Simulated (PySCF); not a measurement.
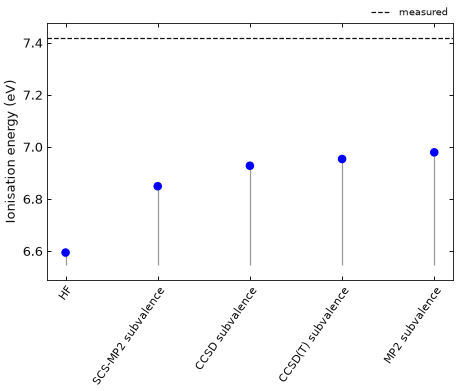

The ionisation energy of an atom or ion with 82 electrons in the configuration [Xe] 4f¹⁴ 5d¹⁰ 6s² 6p² by several methods. PySCF, x2c-TZVPPall plus 1 diffuse shell for each l, spin-free X2C-1e, unrestricted single determinants, no spin-orbit coupling. Methods marked “subvalence” freeze 60 core electrons.

Q: Which atom or ion is it?

A: Pb I (neutral lead). The values run from 6.594 eV (HF) to 6.979 eV (MP2 subvalence). The measured value is 7.417 eV; nearest to it come MP2 subvalence (−0.437) and CCSD(T) subvalence (−0.463), furthest HF (−0.822 eV).

Caveat: spin-orbit shift not estimated.
